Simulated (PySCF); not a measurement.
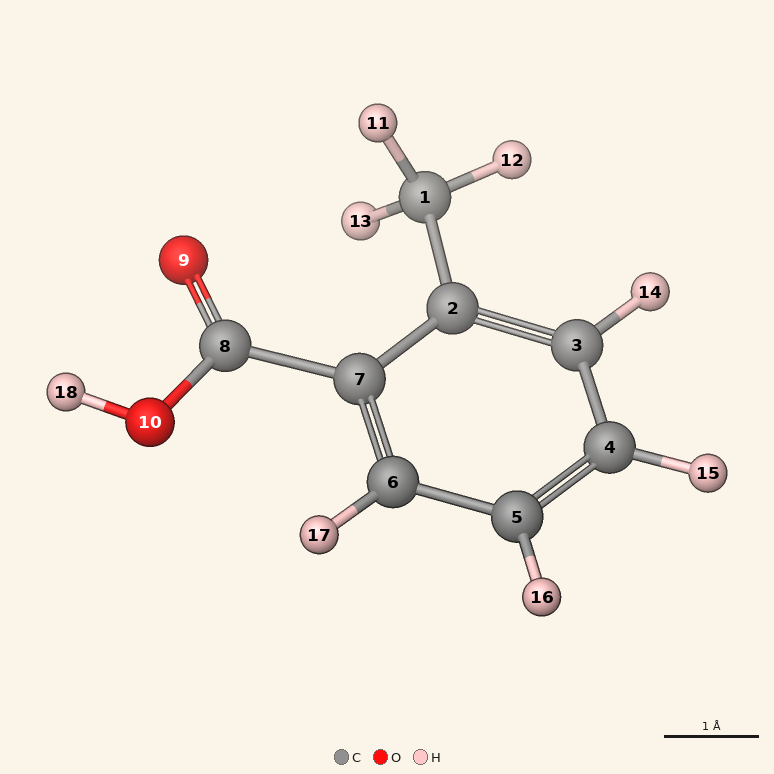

Orthographic view. Depth is shown by fading: the farther an atom, the more it takes the colour of the background. Computed geometry: PBE0-D3(BJ)/def2-SVP optimisation. No frequency run is at hand to confirm it as a minimum.

Write a MOL file (V2000) with the atoms in numerical order, bonds sorted by atom number with the orders drawn, and coordinates in the frame of the picture: x right, y up, z towards the viewer, origin at the mean position.

```
C8H8O2
                    3D

 18 18  0  0  0  0  0  0  0  0999 V2000
    0.1300    1.7500   -1.3300 C   0  0  0  0  0  0  0  0  0  0  0  0
    0.4300    0.5600   -0.4600 C   0  0  0  0  0  0  0  0  0  0  0  0
    1.7600    0.1700   -0.2900 C   0  0  0  0  0  0  0  0  0  0  0  0
    2.1100   -0.9300    0.5000 C   0  0  0  0  0  0  0  0  0  0  0  0
    1.1200   -1.6700    1.1400 C   0  0  0  0  0  0  0  0  0  0  0  0
   -0.2100   -1.3000    0.9900 C   0  0  0  0  0  0  0  0  0  0  0  0
   -0.5700   -0.1900    0.2000 C   0  0  0  0  0  0  0  0  0  0  0  0
   -2.0100    0.1600    0.0700 C   0  0  0  0  0  0  0  0  0  0  0  0
   -2.4500    1.0800   -0.5800 O   0  0  0  0  0  0  0  0  0  0  0  0
   -2.8100   -0.6600    0.7700 O   0  0  0  0  0  0  0  0  0  0  0  0
   -0.3700    2.5500   -0.7600 H   0  0  0  0  0  0  0  0  0  0  0  0
    1.0600    2.1500   -1.7500 H   0  0  0  0  0  0  0  0  0  0  0  0
   -0.5600    1.5000   -2.1500 H   0  0  0  0  0  0  0  0  0  0  0  0
    2.5400    0.7400   -0.7900 H   0  0  0  0  0  0  0  0  0  0  0  0
    3.1600   -1.2000    0.6000 H   0  0  0  0  0  0  0  0  0  0  0  0
    1.3800   -2.5300    1.7600 H   0  0  0  0  0  0  0  0  0  0  0  0
   -1.0000   -1.8600    1.4800 H   0  0  0  0  0  0  0  0  0  0  0  0
   -3.7100   -0.3300    0.6100 H   0  0  0  0  0  0  0  0  0  0  0  0
  1  2  1  0
  1 11  1  0
  1 12  1  0
  1 13  1  0
  2  3  2  0
  2  7  1  0
  3  4  1  0
  3 14  1  0
  4  5  2  0
  4 15  1  0
  5  6  1  0
  5 16  1  0
  6  7  2  0
  6 17  1  0
  7  8  1  0
  8  9  2  0
  8 10  1  0
 10 18  1  0
M  END
```
